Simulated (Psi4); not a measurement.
**InClF2 (SMILES [F][In]([F])[Cl]): wB97X-V/def2-SVP (core potential)**

Aim: the vertical singlet–triplet gap of InClF2 at wB97X-V/def2-SVP (core potential), from 2 runs. 

Program for the calculation: Psi4 1.11.

7 further runs of the same task are left out: 5 that didn't finish, 2 set aside as unsound or not needed.

### Step 1. The structure to begin with

InClF2: 4 atoms, total charge 0, spin state singlet. SMILES: `[F][In]([F])[Cl]`. Geometry: relaxed at PBE0-D4/def2-TZVP.

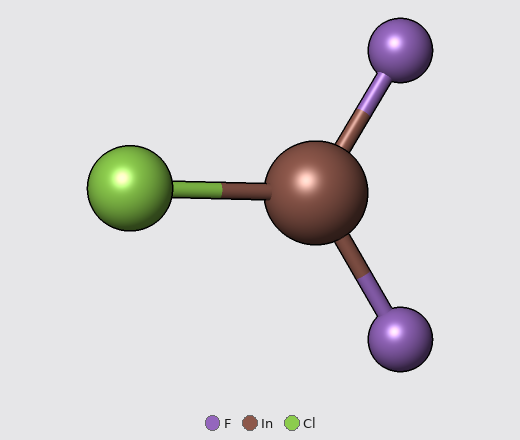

Viewed from a chosen angle; fluorine purple, indium brown, chlorine green.

### Step 2. A single-point energy at wB97X-V/def2-SVP (core potential)

File clf2in.py:

```python
import psi4

psi4.set_memory('2200 MB')
psi4.set_num_threads(1)
psi4.set_output_file('clf2in.out', False)

mol = psi4.geometry("""
0 1
F
In 1 1.922571
F 2 1.922559 1 114.79989
Cl 2 2.276895 3 122.60217 1 179.99569
symmetry c1
""")

psi4.set_options({
    'puream': True,
    'e_convergence': 1e-09,
    'd_convergence': 1e-08,
    'scf_type': 'pk',
    'dft_radial_points': 99,
    'dft_spherical_points': 590,
})

E, wfn = psi4.energy('wb97x-v/def2-SVP', molecule=mol, return_wfn=True)
print(f'wb97x-v/def2-SVP energy: {E:.10f} Eh')
```

Run with:

```console
python clf2in.py
```

clf2in.out:

```text
[...]
    !!!  WARNING: ECP capability is in beta. Please check occupations closely.  !!!
[...]
  Running in c1 symmetry.
[...]
  Nuclear repulsion =  244.159016576278987
[...]
  Multiplicity = 1
[...]
  Nalpha       = 28
  Nbeta        = 28
[...]
    Number of basis functions: 72
[...]
   @RKS iter   1:  -849.46142956397682   -1.52620e+00   9.35740e-03 DIIS/ADIIS
[...]
   @RKS iter  12:  -849.64355590563298   -2.72848e-12   2.67879e-09 DIIS
[...]
    Orbital Energies [Eh]
    ---------------------
    Doubly Occupied:
       1A   -101.512264     2A    -24.728370     3A    -24.728324
       4A     -9.576148     5A     -7.336407     6A     -7.329258
       7A     -7.328671     8A     -4.852281     9A     -3.269807
      10A     -3.259490    11A     -3.257533    12A     -1.237443
      13A     -1.235126    14A     -0.992974    15A     -0.953987
      16A     -0.952148    17A     -0.947946    18A     -0.939758
      19A     -0.915292    20A     -0.588063    21A     -0.519250
      22A     -0.517501    23A     -0.506849    24A     -0.490309
      25A     -0.485385    26A     -0.474254    27A     -0.451891
      28A     -0.446708
[...]
  @RKS Final Energy:  -849.64355590563298
   => Energetics <=
    Nuclear Repulsion Energy =            244.1590165762789866
    One-Electron Energy =               -1735.9543781647232663
    Two-Electron Energy =                 689.9105218202159904
    DFT Exchange-Correlation Energy =     -47.9854120587950206
    Empirical Dispersion Energy =           0.0000000000000000
    VV10 Nonlocal Energy =                  0.2266959213904139
    Total Energy =                       -849.6435559056329794
[...]
 Multipole Moments:
 ------------------------------------------------------------------------------------
     Multipole            Electronic (a.u.)      Nuclear  (a.u.)        Total (a.u.)
 ------------------------------------------------------------------------------------
 L = 1.  Multiply by 2.5417464519 to convert [e a0] to [Debye]
 Dipole X            :          0.0018857           -0.0017932            0.0000925
 Dipole Y            :        -12.4871903           12.8337402            0.3465499
 Dipole Z            :         -7.9845018            8.2062210            0.2217193
 Magnitude           :                                                    0.4114077
[...]
```

Standard output:

```text
wb97x-v/def2-SVP energy: -849.6435559056 Eh
```

Wall time 76 s (1 thread of Intel Xeon at 2.50GHz (Skylake/Cascade Lake), shared host); peak memory 0.63 GiB.

### Step 3. The triplet at the same level

File input.json:

```json
{
 "schema_name": "qcschema_input",
 "schema_version": 1,
 "molecule": {
  "schema_name": "qcschema_molecule",
  "schema_version": 2,
  "symbols": ["F", "In", "F", "Cl"],
  "geometry": [1.11153691, 1.16142568, 3.30626483, 0.08825021, -0.07653391, 0.04743213, 1.57130727, -3.25165174, -0.91103696, -2.66621459, 2.05280949, -2.48083246],
  "molecular_charge": 0,
  "molecular_multiplicity": 3,
  "fix_symmetry": "c1",
  "fix_com": true,
  "fix_orientation": true
 },
 "driver": "energy",
 "model": {
  "method": "wb97x-v",
  "basis": "def2-SVP"
 },
 "keywords": {
  "reference": "uks",
  "puream": true,
  "e_convergence": 1e-09,
  "d_convergence": 1e-08,
  "scf_type": "pk",
  "dft_radial_points": 99,
  "dft_spherical_points": 590,
  "maxiter": 100
 }
}
```

Run with:

```console
psi4 --qcschema input.json -n 1 --memory 2200MB
```

stdout:

```text
[...]
    !!!  WARNING: ECP capability is in beta. Please check occupations closely.  !!!
[...]
  Running in c1 symmetry.
[...]
  Nuclear repulsion =  244.158990485171842
[...]
  Multiplicity = 3
[...]
  Nalpha       = 29
  Nbeta        = 27
[...]
    Number of basis functions: 72
[...]
   @UKS iter   1:  -849.20141753840505   -1.33085e+00   1.03531e-02 DIIS/ADIIS
[...]
   @UKS iter  27:  -849.43703296471517   -1.04592e-11   6.17135e-09 DIIS
[...]
   @S^2 Observed:                2.008180196E+00
[...]
    Orbital Energies [Eh]
    ---------------------
    Alpha Occupied:
       1A   -101.632091     2A    -24.683342     3A    -24.683299
       4A     -9.697298     5A     -7.467182     6A     -7.449731
       7A     -7.445773     8A     -4.793102     9A     -3.204948
      10A     -3.204576    11A     -3.197842    12A     -1.198404
      13A     -1.196221    14A     -1.086382    15A     -0.896516
      16A     -0.896448    17A     -0.889757    18A     -0.889423
      19A     -0.886547    20A     -0.617642    21A     -0.599873
      22A     -0.552244    23A     -0.527074    24A     -0.489204
      25A     -0.463666    26A     -0.456354    27A     -0.448486
      28A     -0.446951    29A     -0.247316
    Alpha Virtual:
[...]
  @UKS Final Energy:  -849.43703296471517
   => Energetics <=
    Nuclear Repulsion Energy =            244.1589904851718416
    One-Electron Energy =               -1735.9049382127966510
    Two-Electron Energy =                 690.0502093927617580
    DFT Exchange-Correlation Energy =     -47.9672079650565166
    Empirical Dispersion Energy =           0.0000000000000000
    VV10 Nonlocal Energy =                  0.2259133352043841
    Total Energy =                       -849.4370329647151721
[...]
 Multipole Moments:
 ------------------------------------------------------------------------------------
     Multipole            Electronic (a.u.)      Nuclear  (a.u.)        Total (a.u.)
 ------------------------------------------------------------------------------------
 L = 1.  Multiply by 2.5417464519 to convert [e a0] to [Debye]
 Dipole X            :         17.8970574          -19.3267960           -1.4297386
 Dipole Y            :        -13.3732470           14.4785147            1.1052677
 Dipole Z            :         18.3086412          -19.6210263           -1.3123851
 Magnitude           :                                                    2.2334108
[...]
```

The result, in JSON:

```text
{
 "driver": "energy",
 "model": {
  "method": "wb97x-v",
  "basis": "def2-SVP"
 },
 "success": true,
 "return_result": -849.4370329647152,
 "properties": {
  "calcinfo_nbasis": 72,
  "calcinfo_nmo": 72,
  "calcinfo_nalpha": 29,
  "calcinfo_nbeta": 27,
  "calcinfo_natom": 4,
  "nuclear_repulsion_energy": 244.15899048517184,
  "return_energy": -849.4370329647152,
  "scf_one_electron_energy": -1735.9049382127967,
  "scf_two_electron_energy": 690.0502093927618,
  "scf_vv10_energy": 0.22591333520438406,
  "scf_xc_energy": -47.96720796505652,
  "scf_dipole_moment": [-1.4297386364677394, 1.105267699086479, -1.3123850601894702],
  "scf_total_energy": -849.4370329647152,
  "scf_iterations": 27
 }
}
```

Run time: 2.8 min. Hardware: 1 thread of Intel Xeon at 2.50GHz (Skylake/Cascade Lake), shared host; peak memory 0.63 GiB.

### Step 4. Results

Level: wB97X-V/def2-SVP (core potential).

| quantity | value |
| --- | --- |
| singlet: total energy | -849.64356 Eh |
| singlet: dipole moment | 1.05 D |
| singlet: HOMO energy | -12.16 eV |
| singlet: LUMO energy | -0.80 eV |
| singlet: HOMO–LUMO gap | 11.35 eV |
| triplet: total energy | -849.43703 Eh |
| triplet: dipole moment | 5.68 D |
| triplet: HOMO energy (highest over α and β) | -6.73 eV |
| triplet: LUMO energy (lowest over α and β) | -6.56 eV |
| triplet: ⟨S²⟩ | 2.008 |
| vertical energy of the triplet above the singlet | 5.620 eV |

**Reading.** At this shape the triplet lies 5.62 eV (542 kJ/mol) above the singlet.
